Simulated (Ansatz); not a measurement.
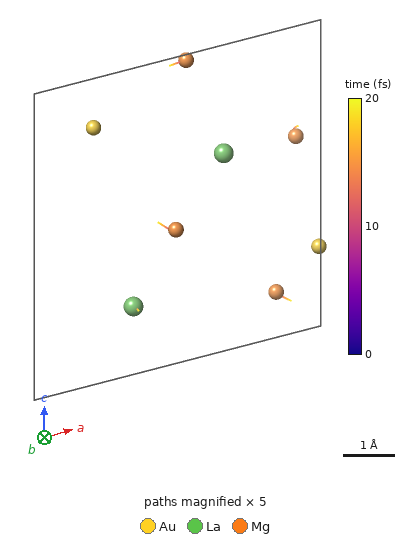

Molecular dynamics of an amorphous cell of composition LaMg₂Au (8 atoms in the cell), 20 fs long. Lines trace each atom's path, coloured by time; spheres stand at the starting positions. The excursions are magnified 5 times. Seen along the b axis in the simulation cell.

Computed with DFT, PAW plane waves, PBE (Ansatz). Run with plane-wave cutoff 420 eV; k-point mesh 3 × 3 × 3; Gaussian smearing 0.1 eV; Langevin thermostat (NVT); set temperature 100 K; time step 1 fs.

### What do the traces tell about the motion?

Root-mean-square distances from the starting positions over the second half, with the common drift of all atoms taken out: Mg 0.05 Å, La 0.03 Å, Au 0.02 Å. The run lasts only 20 fs, too short to tell vibration from diffusion.

Limits of the set-up: the periodic images lie only 5.8 Å apart, so the values are limited by the cell's size.
